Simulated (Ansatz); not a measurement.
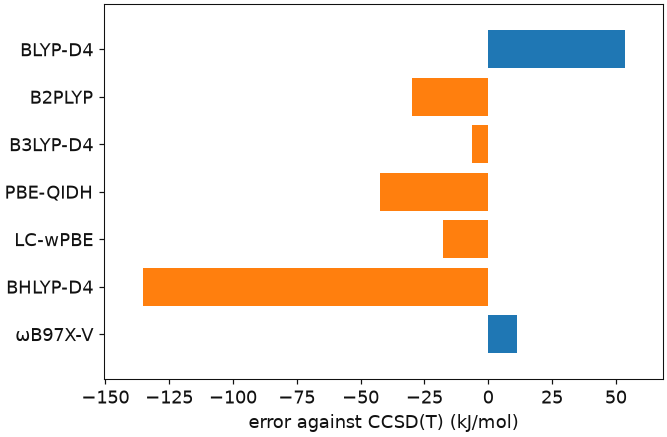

Error in the electronic atomisation energy (method less reference, so positive means overbinding) of S₂F₂, SMILES FSSF: functionals in def2-TZVPP against frozen-core CCSD(T) at the limit (scheme: direct), which gives 1040.4 kJ/mol, at a PBE0-D4/def2-TZVP geometry (a minimum by its frequencies), no zero-point or spin-orbit term, the Ansatz code 0.2.0. The reference leaves out core correlation, a term that grows with the number of heavy atoms. B2PLYP and PBE-QIDH hold a correlation term that converges slowly with the basis, so part of the distance to the limit is basis error. No dispersion term is added to B2PLYP, PBE-QIDH and LC-wPBE.

> Which of these levels overbind, and which underbind?

Overbind: BLYP-D4. Underbind: B2PLYP, PBE-QIDH and BHLYP-D4. Within 20 kJ/mol of zero, too close to call in view of what the reference leaves out: B3LYP-D4, LC-wPBE and ωB97X-V.

> Give the values.

| level | kJ/mol |
| --- | --- |
| BLYP-D4 | 53.5 |
| B2PLYP | −29.9 |
| B3LYP-D4 | −6.3 |
| PBE-QIDH | −42.5 |
| LC-wPBE | −17.8 |
| BHLYP-D4 | −135.4 |
| ωB97X-V | 11.4 |

Limits of at least one run: one conformer of a flexible molecule.
